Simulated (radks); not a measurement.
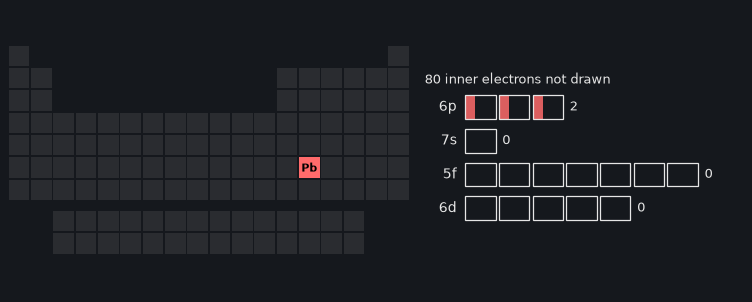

Fig. 1: Left, the place of lead in the periodic table; right, the outer shells as the input fills them: a box for each of the 2l + 1 orbitals, shaded by the share of the shell that is filled, with the electron count at the right.

Atomic calculation, with input and output: Pb

- system: the neutral lead atom in the configuration [Xe] 4f14 5d10 6s2 6p2 (high spin). It sits in a hard spherical wall of radius 12 bohr.
- method: scalar-relativistic Kohn-Sham, LDA (Slater exchange, Perdew-Wang correlation), spin-polarised, spherical densities, point nucleus (the in-house radial solver radks)

## Input file
```
Z 82
configuration [Hg] 6p2 7s0 5f0 6d0
relativity scalar-relativistic
functional lda,pw
spin polarised
nucleus point
wall 12 bohr
c 137.035999084
```

Energies in input and log are in hartree, lengths in bohr.

## The program's output
```
1s      1   1.0000       -3236.48323184
2s      1   1.0000        -578.92295214
2p      1   3.0000        -496.69487109
3s      1   1.0000        -138.95447296
3p      1   3.0000        -115.38484286
3d      1   5.0000         -91.32652154
4s      1   1.0000         -31.42784846
4p      1   3.0000         -23.70311668
4d      1   5.0000         -14.76651518
4f      1   7.0000          -4.89246058
5s      1   1.0000          -5.30354600
5p      1   3.0000          -3.15523765
5d      1   5.0000          -0.78132601
6s      1   1.0000          -0.46305016
6p      1   2.0000          -0.14880011
7s      1   0.0000          -0.01412769
5f      1   0.0000           0.12091487
6d      1   0.0000           0.04388167
1s      2   1.0000       -3236.48249313
2s      2   1.0000        -578.92269673
2p      2   3.0000        -496.69441955
3s      2   1.0000        -138.95406825
3p      2   3.0000        -115.38439431
3d      2   5.0000         -91.32613604
4s      2   1.0000         -31.42720736
4p      2   3.0000         -23.70241123
4d      2   5.0000         -14.76573177
4f      2   7.0000          -4.89158177
5s      2   1.0000          -5.30183901
5p      2   3.0000          -3.15318307
5d      2   5.0000          -0.77406760
6s      2   1.0000          -0.43202848
6p      2   0.0000          -0.11258213
7s      2   0.0000          -0.00079191
5f      2   0.0000           0.12857237
6d      2   0.0000           0.05825425
Etot -20870.71124209681
Ekin 23591.830509919535
Encl -52126.79328941627
Eh 8039.4960486209875
Exc -375.24451122106314
err 1.253766702879502e-08
it 15
```

## Orbitals

| orbital | occupation | energy (eV) | ⟨r⟩ (bohr) | outer maximum (bohr) |
| --- | --- | --- | --- | --- |
| 1s up | 1 | −88069.2 | 0.01605 | 0.00985 |
| 1s down | 1 | −88069.2 | 0.01605 | 0.00985 |
| 2s up | 1 | −15753.3 | 0.06762 | 0.0572 |
| 2s down | 1 | −15753.3 | 0.06762 | 0.0572 |
| 2p up | 3 | −13515.8 | 0.06145 | 0.0476 |
| 2p down | 3 | −13515.7 | 0.06145 | 0.0476 |
| 3s up | 1 | −3781.1 | 0.1746 | 0.161 |
| 3s down | 1 | −3781.1 | 0.1746 | 0.161 |
| 3p up | 3 | −3139.8 | 0.1766 | 0.161 |
| 3p down | 3 | −3139.8 | 0.1766 | 0.161 |
| 3d up | 5 | −2485.1 | 0.1600 | 0.131 |
| 3d down | 5 | −2485.1 | 0.1600 | 0.131 |
| 4s up | 1 | −855.195 | 0.3845 | 0.362 |
| 4s down | 1 | −855.178 | 0.3845 | 0.362 |
| 4p up | 3 | −644.995 | 0.4103 | 0.383 |
| 4p down | 3 | −644.975 | 0.4103 | 0.383 |
| 4d up | 5 | −401.817 | 0.4312 | 0.388 |
| 4d down | 5 | −401.796 | 0.4312 | 0.388 |
| 5s up | 1 | −144.317 | 0.8525 | 0.788 |
| 5s down | 1 | −144.270 | 0.8524 | 0.788 |
| 4f up | 7 | −133.131 | 0.4539 | 0.349 |
| 4f down | 7 | −133.107 | 0.4539 | 0.349 |
| 5p up | 3 | −85.858 | 0.9766 | 0.881 |
| 5p down | 3 | −85.802 | 0.9761 | 0.881 |
| 5d up | 5 | −21.261 | 1.311 | 1.07 |
| 5d down | 5 | −21.063 | 1.302 | 1.07 |
| 6s up | 1 | −12.600 | 2.314 | 1.97 |
| 6s down | 1 | −11.756 | 2.292 | 1.95 |
| 6p up | 2 | −4.049 | 3.303 | 2.65 |
| 6p down | 0 | −3.064 | 3.387 | 2.63 |
| 7s up | 0 | −0.384 | 6.253 | 5.91 |
| 7s down | 0 | −0.022 | 6.485 | 6.22 |
| 6d up | 0 | 1.194 | 6.346 | 6.07 |
| 6d down | 0 | 1.585 | 6.713 | 6.72 |
| 5f up | 0 | 3.290 | 7.528 | 7.81 |
| 5f down | 0 | 3.499 | 7.712 | 8.01 |

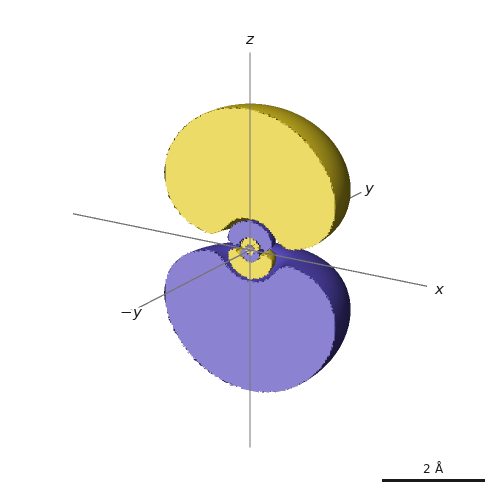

Fig. 2: The 6p(z) orbital of down spin. The surface of constant |ψ| that holds about 85 % of the electron is drawn, yellow where ψ is positive and blue where it is negative, with the half in front of the xz plane cut away and the cut face painted. The radial function comes from the spherical calculation and is multiplied by a real spherical harmonic; the overall sign is chosen so that the largest lobe of P(r) is positive; at the scalar-relativistic level it is the large component. It has the nodal plane xy and 4 radial nodes, at r = 0.0692, 0.199, 0.473 and 1.18 bohr; only the outer 2 can be made out at this scale. The outermost maximum of P² lies at 2.63 bohr, ⟨r⟩ = 3.39 bohr, 90 % of the charge lies within 5.26 bohr, and the eigenvalue is −3.06 eV (the orbital is empty).

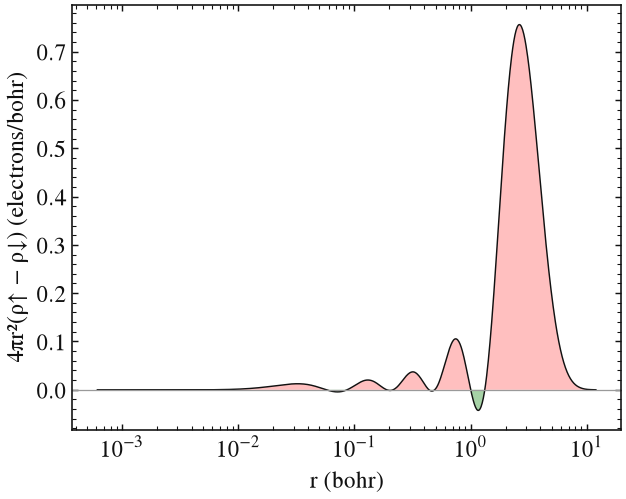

Fig. 3: The radial spin density. The curve integrates to 2 unpaired electrons, held by 6p (+2). Its largest value, 0.756 electrons/bohr, lies near r = 2.6 bohr. Regions of the opposite sign hold 0.0092 electrons in all, from the polarisation of filled shells.

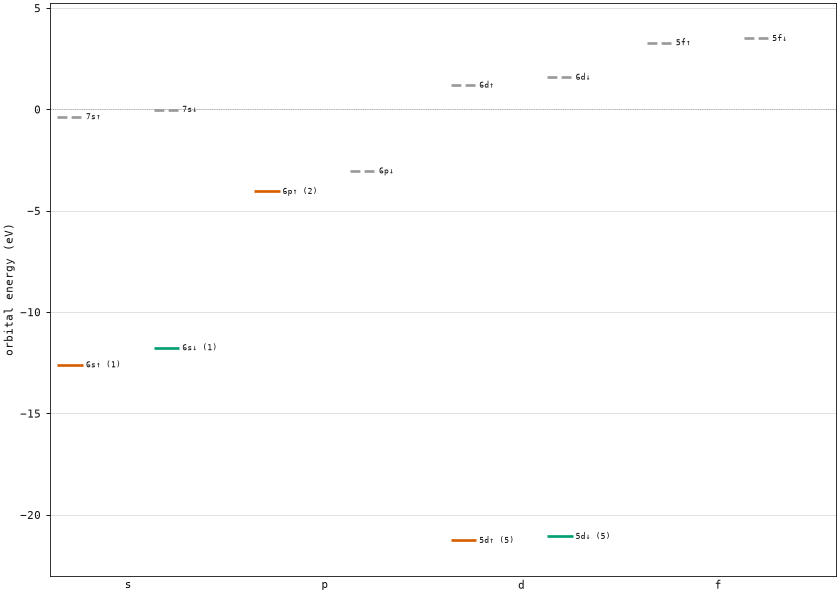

Fig. 4: The outer levels are drawn (occupations in brackets, up spins at the left of each column and down spins at the right, empty levels dashed). The highest occupied level is 6p up at −4.05 eV. From the top down the occupied levels run 6p up (−4.05 eV), 6s down (−11.8 eV), 6s up (−12.6 eV), 5d down (−21.1 eV), 5d up (−21.3 eV). The lowest empty level drawn is 6p down at −3.06 eV. The largest exchange splitting (down less up) among the shells drawn in both spins is that of 6p, 0.986 eV.

## Results in brief

| quantity | value |
| --- | --- |
| outcome | converged |
| total energy | −20870.7112 hartree |
| kinetic energy | 23591.8305 hartree |
| electron–nucleus energy | −52126.7933 hartree |
| Hartree energy | 8039.4960 hartree |
| exchange–correlation energy | −375.244511 hartree |
| radius at density 0.001 e/bohr³ | 4.74 bohr |
| pressure on the wall | 0.00138 GPa |
| SCF iterations | 15 |
| hardware | 1 CPU thread, shared host |
